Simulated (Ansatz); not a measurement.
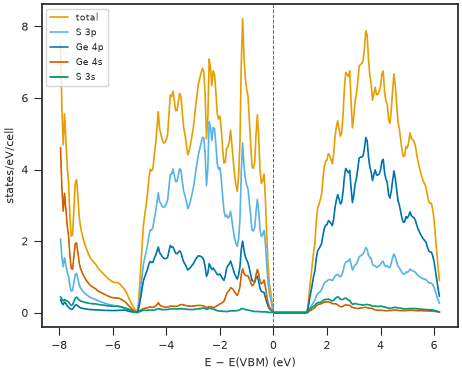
Figure: Total and projected density of states of GeS in space group Pnma (No. 62; Ge on 4c, S on 4c), the program Ansatz at the PBE level (PAW)

**Question.** Which orbitals carry the states next to the gap?

**Answer.** Top 1 eV of the valence band: S 3p 58 %, Ge 4s 20 %, Ge 4p 19 %. Bottom 1 eV of the conduction band: Ge 4p 58 %, S 3p 20 %, S 3s 9 %, Ge 4s 7 %, outside the projected shells 6 %. Projections are on Löwdin-orthogonalised atomic valence shells; empty p or d shells of many metals are not among them.

**Question.** Where is the tallest occupied peak in this window, and what makes it?

**Answer.** Near -1.1 eV, about 8.2 states/eV per cell; the largest projected share is S 3p.

Symmetry was held in the PBE relaxation. A crystal of weakly bound layers computed without a dispersion correction: the cell and the soft elastic constants depend strongly on that. Scalar-relativistic: spin–orbit coupling is off unless named, which matters more the heavier the elements.

Potentials: the earlier of the program's two PAW sets.
